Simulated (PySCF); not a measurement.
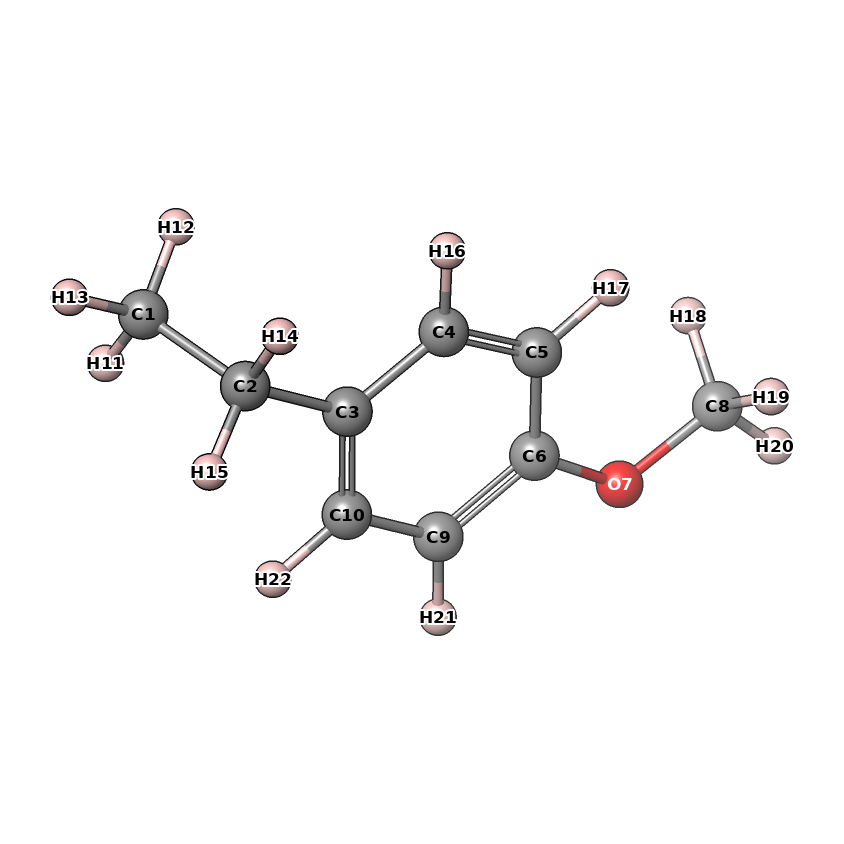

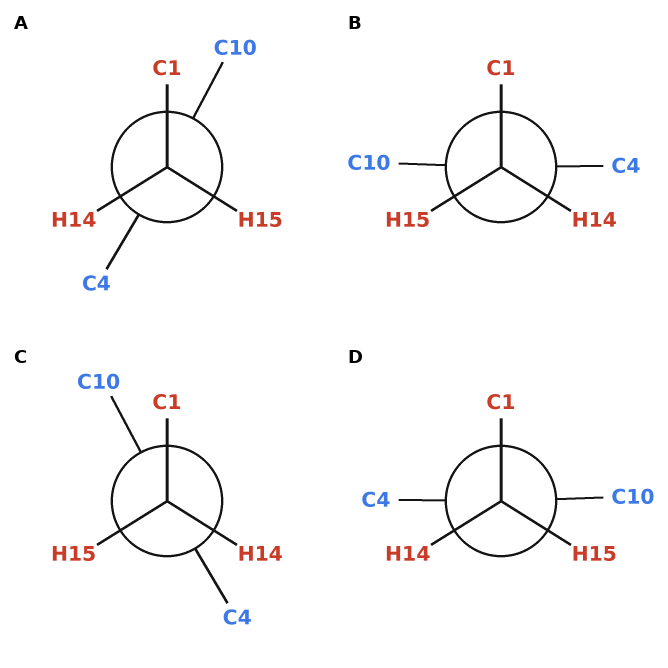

Depth is shown by fading: the farther an atom, the more it takes the colour of the background. Bonds that would overlap in a projection are set slightly apart. Computed geometry: PBE0-D3(BJ)/def2-SVP optimisation. No frequency run is at hand to confirm it as a minimum.

Q: Which Newman projection shows the view along C2–C3, with C2 in front?

A: B. The torsion angle C1–C2–C3–C4 is 89°, about perpendicular.
